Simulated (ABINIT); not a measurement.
**Cs2InAgCl6 (Fm-3m): changed settings of a GW run in ABINIT**

A base run on Cs2InAgCl6 (Fm-3m), then changed inputs.

Method: LDA and many-body steps on it, plane waves, in ABINIT 10.8.3.

## 1. Starting point

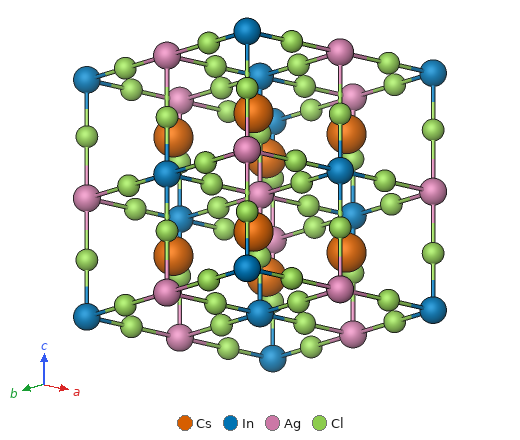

The starting structure, seen from a free direction (caesium orange, indium blue, silver pink, chlorine green). This picture shows the conventional cell, with its axes. Some periodic images of atoms are drawn too.

The cell and positions come from the Crystallography Open Database and are kept as given unless a step says otherwise. Spin-orbit coupling is left out unless a step names it.

## 2. Screening, 2×2×2 mesh, 227 bands, screening to 108.8 eV

This step: ABINIT 10.8.3; RPA screening on LDA, plane waves, norm-conserving pseudopotentials.

The RPA dielectric matrix is built and inverted for each q.

Contents of run.abi:

```
acell 3*1.0 Angstrom
rprim 
  0.000000000000 5.234500000000 5.234500000000
  5.234500000000 0.000000000000 5.234500000000
  5.234500000000 5.234500000000 0.000000000000
ntypat 4
znucl 55 49 47 17
natom 10
typat 1 1 2 3 4 4 4 4 4 4
xred 
  0.250000000000 0.250000000000 0.250000000000
  0.750000000000 0.750000000000 0.750000000000
  0.000000000000 0.000000000000 0.000000000000
  0.500000000000 0.500000000000 0.500000000000
  0.760210000000 0.239790000000 0.239790000000
  0.239790000000 0.760210000000 0.239790000000
  0.239790000000 0.760210000000 0.760210000000
  0.760210000000 0.239790000000 0.760210000000
  0.239790000000 0.239790000000 0.760210000000
  0.760210000000 0.760210000000 0.239790000000
pp_dirpath "pseudos"
pseudos "Cs.upf, In.upf, Ag.upf, Cl.upf"
ecut 39
ngkpt 2 2 2
nshiftk 1
shiftk 0 0 0
kptopt 1
chksymbreak 0
istwfk *1
occopt 1
irdwfk 1
optdriver 3
nband 227
ecuteps 4
inclvkb 2
awtr 1
symchi 1
indata_prefix "in"
outdata_prefix "out"
tmpdata_prefix "tmp"
```

The run is started by

```
$ OMP_NUM_THREADS=1 mpirun -n 16 abinit run.abi > log
```

The program printed:

```text
.Version 10.8.3 of ABINIT. v10.8.2 released Aug 2026.

 Symmetries : space group Fm -3 m (#225); Bravais cF (face-center cubic)
[... echo of the input left out ...]
== DATASET  1 ==================================================================
-   mpi_nproc: 16, omp_nthreads: 1 (-1 if OMP is not activated)

--- !DatasetInfo
iteration_state: {dtset: 1, }
dimensions: {natom: 10, nkpt: 3, mband: 227, nsppol: 1, nspinor: 1, nspden: 1, mpw: 22556, }
cutoff_energies: {ecut:  39.0, pawecutdg:  -1.0, }
electrons: {nelect:   1.00000000E+02, charge:   0.00000000E+00, occopt:   1.00000000E+00, tsmear:   1.00000000E-02, }

 SCREENING: Calculation of the susceptibility and dielectric matrices

 Based on a program developped by R.W. Godby, V. Olevano, G. Onida, and L. Reining.
 Incorporated in ABINIT by V. Olevano, G.-M. Rignanese, and M. Torrent.
.Using double precision arithmetic ; gwpc =  8

[... cell and pseudopotentials left out ...]
--------------------------------------------------------------------------------

 ==== K-mesh for the wavefunctions ====
 Number of points in the irreducible wedge :     3
[... list of points left out ...]
 Together with 48 symmetry operations and time-reversal symmetry
 yields     8 points in the full Brillouin Zone.

 ==== Q-mesh for the screening function ====
 Number of points in the irreducible wedge :     3
[... list of points left out ...]
 Together with 48 symmetry operations and time-reversal symmetry
 yields     8 points in the full Brillouin Zone.

 setmesh: FFT mesh size selected  =    54x   54x   54
          total number of points  =       157464

 vcoul_init : cutoff-mode = AUXILIARY_FUNCTION
 q-points for optical limit:   1
     1)      0.000010    0.000020    0.000030

- screening: taking advantage of time-reversal symmetry
- Maximum band index for partially occupied states nbvw = 50
- Remaining bands to be divided among processors   nbcw = 177
- Number of bands treated by each node ~11

 Number of electrons calculated from density =  100.0000; Expected =  100.0000
 average of density, n =  0.051659
 r_s =    1.6657
 omega_plasma =   21.9245 [eV]

 calculating chi0 at frequencies [eV] :
  1    0.000000E+00    0.000000E+00
  2    0.000000E+00    2.192449E+01

--------------------------------------------------------------------------------
  q-point number  1        q = ( 0.000000, 0.000000, 0.000000) [r.l.u.]
--------------------------------------------------------------------------------
[... chi0 elements left out ...]
 For q-point:  0.000010 0.000020 0.000030
  dielectric constant =   4.3013
  dielectric constant without local fields =   4.8162

  Average fulfillment of the sum rule on Im[epsilon] for q-point    1 :     50.79  [%]
[... wings left out ...]
  q-point number  2        q = ( 0.500000, 0.000000, 0.000000) [r.l.u.]
--------------------------------------------------------------------------------
[... chi0 elements left out ...]
  Average fulfillment of the sum rule on Im[epsilon] for q-point    2 :     55.59  [%]

 [... 1 further q-points ...]
```

The job ended after 2.9 min (16 MPI ranks of Arm Neoverse N1, shared host; peak memory 18 GiB).

This step gave:

| Quantity | Value |
| --- | --- |
| ε∞ with local fields, on this mesh, along the program's q direction | 4.301 |
| the same without local fields | 4.816 |
| plasma frequency | 21.92 eV |
| plane waves in the screening matrix | 725 |

Local fields lower ε∞ by 11 %. On a Γ-centred mesh this coarse the value itself is usually too large, while a short band sum pulls it down.

## 3. Base

The self-energy is evaluated for the states that the input lists, and the levels follow from it, in one-shot runs by the linearised quasiparticle equation.

This step: G0W0 on LDA, plane waves, norm-conserving pseudopotentials.

run.abi, as its differences from that of step 2:

```diff
@@ -31,8 +31,15 @@
 irdwfk 1
-optdriver 3
+optdriver 4
 nband 227
+gwcalctyp 0
+ecutsigx 39
+symsigma 1
+nkptgw 1
+kptgw 
+  0.0000000000 0.0000000000 0.0000000000
+bdgw 
+  49 52
 ecuteps 4
-inclvkb 2
-awtr 1
-symchi 1
+irdscr 1
+ppmodel 1
 indata_prefix "in"
```

The program printed:

```text
.Version 10.8.3 of ABINIT. v10.8.2 released Aug 2026.

 Symmetries : space group Fm -3 m (#225); Bravais cF (face-center cubic)
[... echo of the input left out ...]
== DATASET  1 ==================================================================
-   mpi_nproc: 16, omp_nthreads: 1 (-1 if OMP is not activated)

--- !DatasetInfo
iteration_state: {dtset: 1, }
dimensions: {natom: 10, nkpt: 3, mband: 227, nsppol: 1, nspinor: 1, nspden: 1, mpw: 22556, }
cutoff_energies: {ecut:  39.0, pawecutdg:  -1.0, }
electrons: {nelect:   1.00000000E+02, charge:   0.00000000E+00, occopt:   1.00000000E+00, tsmear:   1.00000000E-02, }

 SIGMA: Calculation of the GW corrections

 Based on a program developped by R.W. Godby, V. Olevano, G. Onida, and L. Reining.
 Incorporated in ABINIT by V. Olevano, G.-M. Rignanese, and M. Torrent.
.Using double precision arithmetic ; gwpc =  8

[... cell and pseudopotentials left out ...]
--------------------------------------------------------------------------------

 ==== K-mesh for the wavefunctions ====
 Number of points in the irreducible wedge :     3
[... list of points left out ...]
 Together with 48 symmetry operations and time-reversal symmetry
 yields     8 points in the full Brillouin Zone.

 ==== Q-mesh for screening function ====
 Number of points in the irreducible wedge :     3
[... list of points left out ...]
 Together with 48 symmetry operations and time-reversal symmetry
 yields     8 points in the full Brillouin Zone.

 vcoul_init : cutoff-mode = AUXILIARY_FUNCTION
 q-points for optical limit:   1
     1)      0.000010    0.000020    0.000030
 setmesh: FFT mesh size selected  =    80x   80x   80
          total number of points  =       512000

 Number of electrons calculated from density =  100.0000; Expected =  100.0000
 average of density, n =  0.051659
 r_s =    1.6657
 omega_plasma =   21.9245 [eV]

 === KS Band Gaps ===
  >>>> For spin  1
   Minimum direct gap =   0.9030 [eV], located at k-point      :   0.0000  0.0000  0.0000
   Fundamental gap    =   0.9030 [eV], Top of valence bands at :   0.0000  0.0000  0.0000
                                       Bottom of conduction at :   0.0000  0.0000  0.0000
 SIGMA fundamental parameters:
 PLASMON POLE MODEL  1
 number of plane-waves for SigmaX                22419
 number of plane-waves for SigmaC and W            725
 number of plane-waves for wavefunctions         22419
 number of bands                                   227
 number of independent spin polarizations            1
 number of spinorial components                      1
 number of k-points in IBZ                           3
 number of q-points in IBZ                           3
 number of symmetry operations                      48
 number of k-points in BZ                            8
 number of q-points in BZ                            8
 number of frequencies for dSigma/dE                 9
 frequency step for dSigma/dE [eV]                0.25
 number of omega for Sigma on real axis              0
 max omega for Sigma on real axis  [eV]           0.00
 zcut for avoiding poles [eV]                     0.10

 EPSILON^-1 parameters (SCR file):
 dimension of the eps^-1 matrix on file            725
 dimension of the eps^-1 matrix used               725
 number of plane-waves for wavefunctions         22419
 number of bands                                   227
 number of q-points in IBZ                           3
 number of frequencies                               2
 number of real frequencies                          1
 number of imag frequencies                          1

 matrix elements of self-energy operator (all in [eV])

 Perturbative Calculation

--- !SelfEnergy_ee
iteration_state: {dtset: 1, }
kpoint     : [   0.000,    0.000,    0.000, ]
spin       : 1
KS_gap     :    0.903
QP_gap     :    3.035
Delta_QP_KS:    2.132
data: !SigmaeeData |
     Band     E0 <VxcDFT>   SigX SigC(E0)      Z dSigC/dE  Sig(E)    E-E0       E
       49   1.891 -20.122 -24.395   3.690   0.788  -0.269 -20.581  -0.459   1.432
       50   1.891 -20.122 -24.395   3.690   0.788  -0.269 -20.581  -0.459   1.432
       51   2.794 -13.053  -8.442  -2.586   0.826  -0.210 -11.380   1.673   4.468
       52   6.771  -8.062  -3.498  -3.116   0.855  -0.170  -6.824   1.237   8.008

== END DATASET(S) ==============================================================
================================================================================

 -outvars: echo values of variables after computation  --------
           etotal      0.0000000000E+00
            nband         227
             nkpt           3
          spgroup         225
 [... the other variables as echoed above ...]

 Calculation completed.
```

Wall time 20 s (16 MPI ranks); peak memory 7.6 GiB; 5.2 min of CPU time.

This step gave:

| Quantity | Value |
| --- | --- |
| G0W0 gap on the points computed | 3.036 eV |
| starting gap on the mesh | 0.9029 eV |
| k of the valence top | 0, 0, 0 |
| k of the conduction bottom | 0, 0, 0 |
| Z at the valence top | 0.788 |
| Z at the conduction bottom | 0.826 |
| least direct G0W0 gap on the computed points | 3.036 eV |

The gap on the mesh goes from 0.90 eV to 3.04 eV, a correction of +2.13 eV.

## 4. No symmetry in the self-energy

run.abi, as its differences from that of step 3:

```diff
@@ -35,3 +35,3 @@
 ecutsigx 39
-symsigma 1
+symsigma 0
 nkptgw 1
```

The program printed:

```text
.Version 10.8.3 of ABINIT. v10.8.2 released Aug 2026.

 Symmetries : space group Fm -3 m (#225); Bravais cF (face-center cubic)
[... echo of the input left out ...]
== DATASET  1 ==================================================================
-   mpi_nproc: 16, omp_nthreads: 1 (-1 if OMP is not activated)

--- !DatasetInfo
iteration_state: {dtset: 1, }
dimensions: {natom: 10, nkpt: 3, mband: 227, nsppol: 1, nspinor: 1, nspden: 1, mpw: 22556, }
cutoff_energies: {ecut:  39.0, pawecutdg:  -1.0, }
electrons: {nelect:   1.00000000E+02, charge:   0.00000000E+00, occopt:   1.00000000E+00, tsmear:   1.00000000E-02, }

 SIGMA: Calculation of the GW corrections

 Based on a program developped by R.W. Godby, V. Olevano, G. Onida, and L. Reining.
 Incorporated in ABINIT by V. Olevano, G.-M. Rignanese, and M. Torrent.
.Using double precision arithmetic ; gwpc =  8

[... cell and pseudopotentials left out ...]
--------------------------------------------------------------------------------

 ==== K-mesh for the wavefunctions ====
 Number of points in the irreducible wedge :     3
[... list of points left out ...]
 Together with 48 symmetry operations and time-reversal symmetry
 yields     8 points in the full Brillouin Zone.

 ==== Q-mesh for screening function ====
 Number of points in the irreducible wedge :     3
[... list of points left out ...]
 Together with 48 symmetry operations and time-reversal symmetry
 yields     8 points in the full Brillouin Zone.

 vcoul_init : cutoff-mode = AUXILIARY_FUNCTION
 q-points for optical limit:   1
     1)      0.000010    0.000020    0.000030
 setmesh: FFT mesh size selected  =    80x   80x   80
          total number of points  =       512000

 Number of electrons calculated from density =  100.0000; Expected =  100.0000
[...]
number of k-points in IBZ                           3
 number of q-points in IBZ                           3
 number of symmetry operations                      48
 number of k-points in BZ                            8
 number of q-points in BZ                            8
 number of frequencies for dSigma/dE                 9
 frequency step for dSigma/dE [eV]                0.25
 number of omega for Sigma on real axis              0
 max omega for Sigma on real axis  [eV]           0.00
 zcut for avoiding poles [eV]                     0.10

 EPSILON^-1 parameters (SCR file):
 dimension of the eps^-1 matrix on file            725
 dimension of the eps^-1 matrix used               725
 number of plane-waves for wavefunctions         22419
 number of bands                                   227
 number of q-points in IBZ                           3
 number of frequencies                               2
 number of real frequencies                          1
 number of imag frequencies                          1

 matrix elements of self-energy operator (all in [eV])

 Perturbative Calculation

--- !SelfEnergy_ee
iteration_state: {dtset: 1, }
kpoint     : [   0.000,    0.000,    0.000, ]
spin       : 1
KS_gap     :    0.903
QP_gap     :    3.035
Delta_QP_KS:    2.132
data: !SigmaeeData |
     Band     E0 <VxcDFT>   SigX SigC(E0)      Z dSigC/dE  Sig(E)    E-E0       E
       49   1.891 -20.122 -24.395   3.690   0.788  -0.269 -20.581  -0.459   1.432
       50   1.891 -20.122 -24.395   3.690   0.788  -0.269 -20.581  -0.459   1.432
       51   2.794 -13.053  -8.442  -2.586   0.826  -0.210 -11.380   1.673   4.468
       52   6.771  -8.062  -3.498  -3.116   0.855  -0.170  -6.824   1.237   8.008

== END DATASET(S) ==============================================================
================================================================================

 -outvars: echo values of variables after computation  --------
           etotal      0.0000000000E+00
            nband         227
             nkpt           3
          spgroup         225
 [... the other variables as echoed above ...]

 Calculation completed.
```

Run time: 35 s. Hardware: 16 MPI ranks; peak memory 8.8 GiB.

This step gave:

```
G0W0 gap on the points computed              : 3.036 eV
starting gap on the mesh                     : 0.9029 eV
k of the valence top                         : 0, 0, 0
k of the conduction bottom                   : 0, 0, 0
Z at the valence top                         : 0.788
Z at the conduction bottom                   : 0.826
least direct G0W0 gap on the computed points : 3.036 eV
```

Against G0W0 in ABINIT (2×2×2 mesh, 227 bands, screening to 108.8 eV, Godby-Needs plasmon pole), the gap moves by +0.000 eV.

## 5. Exchange cutoff

run.abi, as its differences from that of step 4:

```diff
@@ -34,4 +34,4 @@
 gwcalctyp 0
-ecutsigx 39
-symsigma 0
+ecutsigx 11.7
+symsigma 1
 nkptgw 1
```

The program printed:

```text
.Version 10.8.3 of ABINIT. v10.8.2 released Aug 2026.

 Symmetries : space group Fm -3 m (#225); Bravais cF (face-center cubic)
[... echo of the input left out ...]
== DATASET  1 ==================================================================
-   mpi_nproc: 16, omp_nthreads: 1 (-1 if OMP is not activated)

--- !DatasetInfo
iteration_state: {dtset: 1, }
dimensions: {natom: 10, nkpt: 3, mband: 227, nsppol: 1, nspinor: 1, nspden: 1, mpw: 22556, }
cutoff_energies: {ecut:  39.0, pawecutdg:  -1.0, }
electrons: {nelect:   1.00000000E+02, charge:   0.00000000E+00, occopt:   1.00000000E+00, tsmear:   1.00000000E-02, }

 SIGMA: Calculation of the GW corrections

 Based on a program developped by R.W. Godby, V. Olevano, G. Onida, and L. Reining.
 Incorporated in ABINIT by V. Olevano, G.-M. Rignanese, and M. Torrent.
.Using double precision arithmetic ; gwpc =  8

[... cell and pseudopotentials left out ...]
--------------------------------------------------------------------------------

 ==== K-mesh for the wavefunctions ====
 Number of points in the irreducible wedge :     3
[... list of points left out ...]
 Together with 48 symmetry operations and time-reversal symmetry
 yields     8 points in the full Brillouin Zone.

 ==== Q-mesh for screening function ====
 Number of points in the irreducible wedge :     3
[... list of points left out ...]
 Together with 48 symmetry operations and time-reversal symmetry
 yields     8 points in the full Brillouin Zone.

 vcoul_init : cutoff-mode = AUXILIARY_FUNCTION
 q-points for optical limit:   1
     1)      0.000010    0.000020    0.000030
 setmesh: FFT mesh size selected  =    64x   64x   64
          total number of points  =       262144

 Number of electrons calculated from density =  100.0000; Expected =  100.0000
[...]
number of k-points in IBZ                           3
 number of q-points in IBZ                           3
 number of symmetry operations                      48
 number of k-points in BZ                            8
 number of q-points in BZ                            8
 number of frequencies for dSigma/dE                 9
 frequency step for dSigma/dE [eV]                0.25
 number of omega for Sigma on real axis              0
 max omega for Sigma on real axis  [eV]           0.00
 zcut for avoiding poles [eV]                     0.10

 EPSILON^-1 parameters (SCR file):
 dimension of the eps^-1 matrix on file            725
 dimension of the eps^-1 matrix used               725
 number of plane-waves for wavefunctions         22419
 number of bands                                   227
 number of q-points in IBZ                           3
 number of frequencies                               2
 number of real frequencies                          1
 number of imag frequencies                          1

 matrix elements of self-energy operator (all in [eV])

 Perturbative Calculation

--- !SelfEnergy_ee
iteration_state: {dtset: 1, }
kpoint     : [   0.000,    0.000,    0.000, ]
spin       : 1
KS_gap     :    0.903
QP_gap     :    2.673
Delta_QP_KS:    1.770
data: !SigmaeeData |
     Band     E0 <VxcDFT>   SigX SigC(E0)      Z dSigC/dE  Sig(E)    E-E0       E
       49   1.891 -20.122 -23.735   3.690   0.788  -0.269 -20.062   0.061   1.952
       50   1.891 -20.122 -23.735   3.690   0.788  -0.269 -20.062   0.061   1.952
       51   2.794 -13.053  -8.251  -2.586   0.826  -0.210 -11.223   1.830   4.625
       52   6.771  -8.062  -3.486  -3.116   0.855  -0.170  -6.814   1.248   8.019

== END DATASET(S) ==============================================================
================================================================================

 -outvars: echo values of variables after computation  --------
           etotal      0.0000000000E+00
            nband         227
             nkpt           3
          spgroup         225
 [... the other variables as echoed above ...]

 Calculation completed.
```

It took 19 s on 16 MPI ranks; peak memory 7 GiB; 5 min of CPU time.

This step gave:

```yaml
g0w0_gap_on_the_points_computed: 2.673 eV
starting_gap_on_the_mesh: 0.9029 eV
k_of_the_valence_top: 0, 0, 0
k_of_the_conduction_bottom: 0, 0, 0
z_at_the_valence_top: 0.788
z_at_the_conduction_bottom: 0.826
least_direct_g0w0_gap_on_the_computed_points: 2.673 eV
```

[end of part 1 of 3]

[Paths, hosts, dates, memory and timing lines, banners, echoed tables and standing remarks are left out of the program output.]

[Logs are printed without paths, hosts, clocks, repeated set-up lines and the standing remarks that a program may print on its own settings, such as how far it seeks lower states.]

[Runs of the session that timed out or met a known fault of the program may be left out.]

[Hosts, paths, dates, database ids (printed as entryN), source tags and the programs' standing remarks are cut or masked in the printed files.]

[G0W0 gaps are taken among the corrected bands and points alone; a level outside them can change the order at an edge.]

[Where Ansatz stands beside ABINIT at settings called matched, ABINIT's density can come from a denser mesh and the files from another edition; pairs whose starting gaps differed by over 0.03 eV were left out, so agreement reads better than it is.]
